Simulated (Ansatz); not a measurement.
# HBS (hydrogen boron sulfide): levels of theory compared

We compute a comparison of 6 runs (HF/STO-3G, UHF/STO-3G, B2PLYP/STO-3G, HSE06/STO-3G, PBE0/STO-3G, BCCD(T)/STO-3G) of HBS (hydrogen boron sulfide). 

The calculation is run with Ansatz 0.2.0.

70 further runs of the same task are left out: 11 that didn't finish, 59 set aside as unsound or not needed.

## 1. Starting point

The species is HBS (3 atoms), meant as a singlet with charge 0. SMILES: `B=S`. The S2–B1 distance was set to 3.980 Å, away from the relaxed value. At this shape a bond of the SMILES string is far longer than usual.

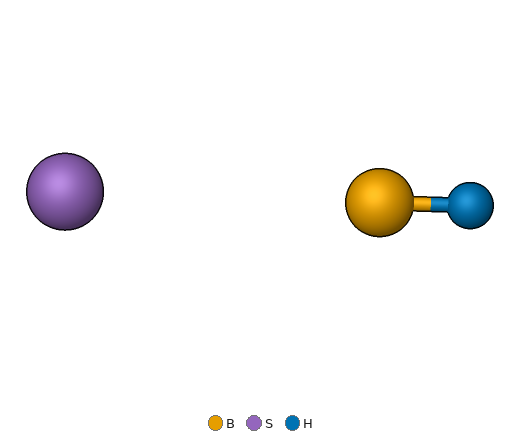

The structure, seen from a chosen angle (boron amber, sulfur purple, hydrogen blue).

## 2. A single-point energy at HF/STO-3G (run 1)

The input, in.yaml:

```yaml
crystal:
  periodic: [false, false, false]
  atoms:
    - {symbol: B, position_ang: [-0.695559, -0.260016, 2.425854]}
    - {symbol: S, position_ang: [0.395320, 0.146510, -1.379660]}
    - {symbol: H, position_ang: [-1.008829, -0.374326, 3.520424]}
basis:
  gaussian: {orbitals: STO-3G}
hamiltonian: {xc: hf}
accuracy: high
```

Launch:

```console
$ ansatz run in.yaml --threads 1 --pin off --max-ram 2610MiB --events-out events.jsonl --progress --plain --runs-dir runs
```

Output:

```text
Warning: RAYON_NUM_THREADS=1 ignored (pool sized by the plan → 1); use --threads N
Functional definition: HF
  name "HF"
  exchange = exact_x
  correlation = 0
218 factors; integrals over basis functions are off by at most 4.4e-8 eV
mean field evaluation 1: about -11331.4891 eV, gradient 2.0e1 eV
mean field evaluation 2: about -11331.4861 eV, gradient 2.0e1 eV
mean field evaluation 4: about -11203.3629 eV, gradient 4.7e1 eV
mean field evaluation 8: about -11368.5302 eV, gradient 1.8e-1 eV
mean field evaluation 16: about -11368.4063 eV, gradient 6.2e-1 eV
mean field evaluation 32: about -11368.4109 eV, gradient 1.7e-2 eV
mean field evaluation 64: about -11338.6696 eV, gradient 2.1e1 eV
mean field evaluation 96: about -11368.5292 eV, gradient 3.9e-6 eV
mean field -11368.52915128 eV, -417.7857404435 hartree, gradient 3.0e-8 eV, S^2 0.000000; 4 other end points of the search recorded, 0 dependent functions left out
reference -11368.52915128 eV, -417.7857404435 hartree; 11, 11 occupied and 4, 4 virtual orbitals, 218 factors
Total energy: -11368.52915128 eV, -417.7857404435 hartree
```

It took 0.12 s on 1 thread of Arm Neoverse V1, shared host.

## 3. A single-point energy at UHF/STO-3G (run 2)

The input, input.yaml:

```yaml
crystal:
  periodic: [false, false, false]
  atoms:
    - symbol: B
      position_ang: [-0.695559, -0.260016, 2.425854]
    - symbol: S
      position_ang: [0.395320, 0.146510, -1.379660]
    - symbol: H
      position_ang: [-1.008829, -0.374326, 3.520424]
basis:
  gaussian:
    orbitals: STO-3G
magnetization:
  spin_polarized: true
hamiltonian:
  xc: hf
accuracy: high
```

Launch:

```console
$ ansatz run input.yaml --threads 1 --pin off --max-ram 2610MiB --events-out events.jsonl --progress --plain --runs-dir runs
```

Output:

```text
Warning: RAYON_NUM_THREADS=1 ignored (pool sized by the plan → 1); use --threads N
Functional definition: HF
  name "HF"
  exchange = exact_x
  correlation = 0
218 factors; integrals over basis functions are off by at most 4.4e-8 eV
mean field evaluation 1: about -11331.4891 eV, gradient 1.4e1 eV
mean field evaluation 2: about -11331.4861 eV, gradient 1.4e1 eV
mean field evaluation 4: about -11203.3629 eV, gradient 3.3e1 eV
mean field evaluation 8: about -11368.3348 eV, gradient 2.6e0 eV
mean field evaluation 16: about -11368.8235 eV, gradient 1.8e0 eV
mean field evaluation 32: about -11370.5756 eV, gradient 3.9e-5 eV
mean field evaluation 64: about -11370.5750 eV, gradient 1.4e-1 eV
mean field evaluation 96: about -11371.1427 eV, gradient 8.0e-8 eV
mean field evaluation 128: about -11371.1427 eV, gradient 1.1e-6 eV
mean field evaluation 160: about -11371.1411 eV, gradient 2.1e-2 eV
mean field evaluation 192: about -11371.1406 eV, gradient 4.5e-3 eV
mean field evaluation 224: about -11371.1395 eV, gradient 6.0e-3 eV
mean field evaluation 256: about -11371.1395 eV, gradient 7.3e-4 eV
mean field evaluation 288: about -11370.2384 eV, gradient 1.7e-1 eV
mean field evaluation 320: about -11368.3760 eV, gradient 3.0e0 eV
mean field evaluation 352: about -11371.1427 eV, gradient 7.5e-4 eV
mean field evaluation 384: about -11371.1411 eV, gradient 3.3e-3 eV
mean field evaluation 416: about -11371.1395 eV, gradient 7.6e-3 eV
mean field evaluation 448: about -11371.1394 eV, gradient 2.1e-2 eV
mean field evaluation 480: about -11371.1407 eV, gradient 1.7e-2 eV
mean field -11371.14265712 eV, -417.8817850118 hartree, gradient 2.7e-9 eV, S^2 1.999201; 8 other end points of the search recorded, 0 dependent functions left out
reference -11371.14265712 eV, -417.8817850118 hartree; 11, 11 occupied and 4, 4 virtual orbitals, 218 factors
Total energy: -11371.14265712 eV, -417.8817850118 hartree
```

Run time: 0.77 s. Hardware: 1 thread of Arm Neoverse V1, shared host.

Run 3 isn't shown in full; the table further down has it.

## 4. A single-point energy at HSE06/STO-3G (run 4)

Edit input.yaml of step 3 so:

```diff
@@ -10,8 +10,4 @@
 basis:
-  gaussian:
-    orbitals: STO-3G
-magnetization:
-  spin_polarized: true
-hamiltonian:
-  xc: hf
+  gaussian: {orbitals: STO-3G}
+hamiltonian: {xc: {name: HSE06}}
 accuracy: high
```

Launch:

```console
$ ansatz run input.yaml --threads 1 --pin off --max-ram 2610MiB --events-out events.jsonl --progress --plain --runs-dir runs
```

Output:

```text
Warning: RAYON_NUM_THREADS=1 ignored (pool sized by the plan → 1); use --threads N
Functional definition: HSE06
  name "HSE06"
  parameter a = 0.25
  parameter omega = 0.11/bohr
  exchange = pbe_x - a*pbe_x_sr(omega) + a*exact_x_sr(omega)
  correlation = pbe_c
218 factors; integrals over basis functions are off by at most 4.4e-8 eV
62 factors; integrals over basis functions are off by at most 7.8e-10 eV
mean field evaluation 1: about -11379.7049 eV, gradient 2.2e1 eV
mean field evaluation 2: about -11214.4954 eV, gradient 4.5e1 eV
mean field evaluation 4: about -11383.1674 eV, gradient 3.1e0 eV
mean field evaluation 8: about -11383.2022 eV, gradient 4.8e-2 eV
mean field evaluation 16: about -11383.1945 eV, gradient 3.5e-5 eV
mean field evaluation 32: about -11383.1944 eV, gradient 3.3e-2 eV
mean field evaluation 64: about -11383.0444 eV, gradient 1.7e-3 eV
mean field -11383.19450324 eV, -418.3246821878 hartree, gradient 4.6e-9 eV, S^2 0.000000; 8 other end points of the search recorded, 0 dependent functions left out
reference -11383.19450499 eV, -418.3246822519 hartree; 11, 11 occupied and 4, 4 virtual orbitals, 218 factors
Total energy: -11383.19450499 eV, -418.3246822519 hartree
```

Wall time 2.3 s (1 thread of Arm Neoverse V1, shared host).

Run 5 isn't shown in full; the table further down has it.

## 5. A single-point energy at BCCD(T)/STO-3G (run 6)

The input, run.yaml:

```yaml
crystal:
  periodic: [false, false, false]
  atoms:
    - {symbol: B, position_ang: [-0.695559, -0.260016, 2.425854]}
    - {symbol: S, position_ang: [0.395320, 0.146510, -1.379660]}
    - {symbol: H, position_ang: [-1.008829, -0.374326, 3.520424]}
basis:
  gaussian:
    orbitals: STO-3G
correlation:
  method: bccd_t
  frozen_orbitals: {B: 1, H: 0, S: 5}
accuracy: high
scf:
  omitted_lower_state_checks: [cluster_reference, increment]
```

Launch:

```console
$ ansatz run run.yaml --threads 1 --pin off --max-ram 2610MiB --events-out events.jsonl --progress --plain --runs-dir runs
```

Output:

```text
Warning: RAYON_NUM_THREADS=1 ignored (pool sized by the plan → 1); use --threads N
[... 14 lines left out ...]
6 core orbitals not correlated: weight in the atoms' cores, before any rotation towards them, 1.000 or more for the frozen orbitals, at most 0.000 for the correlated occupied ones
[... 124 lines left out ...]
Total energy: -11370.83254667 eV, -417.8703886629 hartree
Checks for a lower state left out: cluster_reference, increment
```

Run time: 0.34 s. Hardware: 1 thread of Arm Neoverse V1, shared host.

## 6. All runs side by side

```tsv
run	level	frozen core orbitals	energy (Eh)	wall time
1	HF/STO-3G	–	-417.785740	0.12 s
2	UHF/STO-3G	–	-417.881785	0.77 s
3	B2PLYP/STO-3G	6	-418.324273	1.3 s
4	HSE06/STO-3G	–	-418.324682	2.3 s
5	PBE0/STO-3G	–	-418.333985	0.66 s
6	BCCD(T)/STO-3G	6	-417.870389	0.34 s
```

## 7. What came out

```
                                          quantity          value
                               run 6: total energy  -417.87039 Eh
run 6: correlation energy (6 core orbitals frozen)      -84.6 mEh
                             run 6: (T) correction      -0.05 mEh
```

In words: Totals of different functionals can't be ranked against each other. In runs 3, 6 the log says that unrestricted orbitals would lower the reference, so the values rest on an unstable closed-shell determinant (other closed-shell runs at this shape may share the fault). In runs 1, 2, 3, 4, 5, 6 the basis is minimal, so the values are rough. Spin contamination of the reference: run 2 ⟨S²⟩ = 2.00. Where it is this large, the reference is a mixture of spin states, and values that rest on it are in doubt. All runs together took 5.5 s, the longest 2.3 s.
